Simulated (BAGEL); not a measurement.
# BPNH4Cl (SMILES NB(P)Cl): HF/6-31G(d) (density fitting with qzvpp-jkfit, spherical functions)

What is the vertical singlet–triplet gap of BPNH4Cl at HF/6-31G* (density fitting with qzvpp-jkfit, spherical functions)? 

The results are computed with BAGEL 1.2.2.

### 1 The structure to begin with

BPNH4Cl has 8 atoms, charge 0, and is taken as a singlet. SMILES: `NB(P)Cl`. Geometry: relaxed at GFN2-xTB. This is one conformer, not always the lowest.

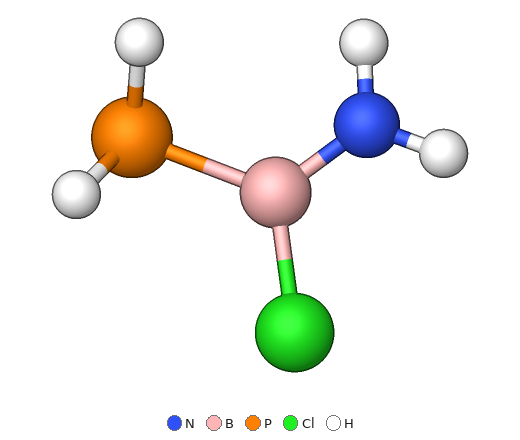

Viewed from a chosen angle; nitrogen blue, boron pink, phosphorus orange, chlorine green, hydrogen white.

### 2 The energy at HF/6-31G(d) (density fitting with qzvpp-jkfit, spherical functions)

Input file input.json:

```json
{ "bagel" : [

{
  "title" : "molecule",
  "basis" : "6-31gs.json",
  "df_basis" : "qzvpp-jkfit",
  "angstrom" : true,
  "geometry" : [
    { "atom" : "N", "xyz" : [      -0.195810,       1.281380,      -0.285280 ] },
    { "atom" : "B", "xyz" : [      -0.517610,      -0.048610,      -0.083010 ] },
    { "atom" : "P", "xyz" : [       0.532930,      -1.191280,       1.046810 ] },
    { "atom" : "Cl", "xyz" : [      -1.981160,      -0.655140,      -0.789140 ] },
    { "atom" : "H", "xyz" : [       0.620080,       1.723810,       0.104860 ] },
    { "atom" : "H", "xyz" : [      -0.772560,       1.911540,      -0.819640 ] },
    { "atom" : "H", "xyz" : [       1.770760,      -0.737810,       0.624340 ] },
    { "atom" : "H", "xyz" : [       0.543380,      -2.283880,       0.201050 ] }
  ]
},

{
  "title" : "hf"
},

{
  "title" : "print",
  "file" : "orbitals.molden",
  "orbitals" : true
}

]}
```

The basis set 6-31G* is read from a file made from the Basis Set Exchange's data (not shown).

The run is started by

```console
$ BAGEL_NUM_THREADS=1 BAGEL input.json > input.out
```

What it wrote:

```text
* using 1 threads per process

  ===============================================================
  ===============================================================

  *** Geometry ***

  { "atom" : "N", "xyz" : [     -0.370027,      2.421457,     -0.539101 ] },
  { "atom" : "B", "xyz" : [     -0.978141,     -0.091860,     -0.156866 ] },
  { "atom" : "P", "xyz" : [      1.007092,     -2.251193,      1.978184 ] },
  { "atom" : "Cl", "xyz" : [     -3.743850,     -1.238035,     -1.491258 ] },
  { "atom" : "H", "xyz" : [      1.171781,      3.257529,      0.198157 ] },
  { "atom" : "H", "xyz" : [     -1.459927,      3.612287,     -1.548895 ] },
  { "atom" : "H", "xyz" : [      3.346251,     -1.394259,      1.179832 ] },
  { "atom" : "H", "xyz" : [      1.026839,     -4.315908,      0.379929 ] },

  Number of auxiliary basis functions:      480

  Since a DF basis is specified, we compute 2- and 3-index integrals:
    o Being stored without compression. Storage requirement is 0.020 GB

  Number of basis functions:       72
  Number of electrons      :       48

    * METHOD: MOLECULE                             0.24

  *** RHF ***

  === Nuclear Repulsion ===
   187.6013351589

      * DIIS with orbital gradients will be used.

  === RHF iteration (6-31gs.json) ===
      0       -881.59289967          0.01843791           0.06
      1       -881.71089507          0.00967212           0.05
      2       -881.74422737          0.00167394           0.05
      3       -881.74605667          0.00027794           0.05
      4       -881.74612883          0.00008000           0.05
      5       -881.74613734          0.00002123           0.05
      6       -881.74613787          0.00000575           0.05
      7       -881.74613791          0.00000173           0.05
      8       -881.74613791          0.00000057           0.05
      9       -881.74613791          0.00000018           0.05
     10       -881.74613791          0.00000007           0.05
     11       -881.74613791          0.00000002           0.05
     12       -881.74613791          0.00000001           0.05
    * SCF iteration converged.

    * Permanent dipole moment:
           (   -0.609795,    -0.952727,     0.270319) a.u.

    * METHOD: HF                                   0.86

    * METHOD: PRINT                                0.01

  ===============================================================
```

Wall time 1.2 s (1 thread of Arm Neoverse V1, shared host).

### 3 The triplet at the same level

Input file input.json:

```json
{ "bagel": [

{
  "title": "molecule",
  "basis": "6-31gs.json",
  "df_basis": "qzvpp-jkfit",
  "angstrom": true,
  "geometry": [
    { "atom": "N", "xyz": [      -0.195810,       1.281380,      -0.285280 ] },
    { "atom": "B", "xyz": [      -0.517610,      -0.048610,      -0.083010 ] },
    { "atom": "P", "xyz": [       0.532930,      -1.191280,       1.046810 ] },
    { "atom": "Cl", "xyz": [      -1.981160,      -0.655140,      -0.789140 ] },
    { "atom": "H", "xyz": [       0.620080,       1.723810,       0.104860 ] },
    { "atom": "H", "xyz": [      -0.772560,       1.911540,      -0.819640 ] },
    { "atom": "H", "xyz": [       1.770760,      -0.737810,       0.624340 ] },
    { "atom": "H", "xyz": [       0.543380,      -2.283880,       0.201050 ] }
  ]
},

{
  "title": "uhf",
  "nopen": 2
},

{
  "title": "print",
  "file": "orbitals.molden",
  "orbitals": true
}

]}
```

The basis set 6-31G* is read from a file made from the Basis Set Exchange's data (not shown).

The run is started by

```console
$ BAGEL_NUM_THREADS=1 BAGEL input.json > input.out
```

What it wrote:

```text
* using 1 threads per process

  ===============================================================
  ===============================================================

  *** Geometry ***

  { "atom" : "N", "xyz" : [     -0.370027,      2.421457,     -0.539101 ] },
  { "atom" : "B", "xyz" : [     -0.978141,     -0.091860,     -0.156866 ] },
  { "atom" : "P", "xyz" : [      1.007092,     -2.251193,      1.978184 ] },
  { "atom" : "Cl", "xyz" : [     -3.743850,     -1.238035,     -1.491258 ] },
  { "atom" : "H", "xyz" : [      1.171781,      3.257529,      0.198157 ] },
  { "atom" : "H", "xyz" : [     -1.459927,      3.612287,     -1.548895 ] },
  { "atom" : "H", "xyz" : [      3.346251,     -1.394259,      1.179832 ] },
  { "atom" : "H", "xyz" : [      1.026839,     -4.315908,      0.379929 ] },

  Number of auxiliary basis functions:      480

  Since a DF basis is specified, we compute 2- and 3-index integrals:
    o Being stored without compression. Storage requirement is 0.020 GB

  Number of basis functions:       72
  Number of electrons      :       48

    * METHOD: MOLECULE                             0.23

  *** Open-shell HF ***

  === Nuclear Repulsion ===
   187.6013351589

      * DIIS with orbital gradients will be used.

  === UHF iteration (6-31gs.json) ===
      0       -881.31910734          0.04191099           0.11
      1       -881.46820847          0.02494680           0.11
      2       -881.51351549          0.01522026           0.11
      3       -881.53698052          0.00160198           0.11
      4       -881.53918022          0.00080081           0.11
      5       -881.53994829          0.00056180           0.11
      6       -881.54097281          0.00036933           0.11
      7       -881.54148495          0.00028432           0.11
      8       -881.54183316          0.00021090           0.11
      9       -881.54202279          0.00019824           0.11
[... 20 lines of this table left out ...]
     30       -881.54245357          0.00000005           0.11
     31       -881.54245357          0.00000003           0.11
     32       -881.54245357          0.00000002           0.11
     33       -881.54245357          0.00000001           0.11
    * SCF iteration converged.

    * S^2 (UHF) is 2.0123

    * Permanent dipole moment:
           (   -1.006273,    -0.392411,    -0.616636) a.u.

    * METHOD: UHF                                  3.83

    * METHOD: PRINT                                0.01

  ===============================================================
```

It took 4.2 s on 1 thread of Arm Neoverse V1, shared host.

### 4 What came out

At HF/6-31G* (density fitting with qzvpp-jkfit, spherical functions):

| quantity | value |
| --- | --- |
| singlet: total energy | -881.74614 Eh |
| singlet: dipole moment | 2.96 D |
| singlet: HOMO energy | -9.91 eV |
| singlet: LUMO energy | 4.05 eV |
| singlet: HOMO–LUMO gap | 13.96 eV |
| triplet: total energy | -881.54245 Eh |
| triplet: dipole moment | 3.16 D |
| triplet: ⟨S²⟩ | 2.012 |
| vertical energy of the triplet above the singlet | 5.543 eV |

What this shows: At this shape the triplet lies 5.54 eV (128 kcal/mol) above the singlet.
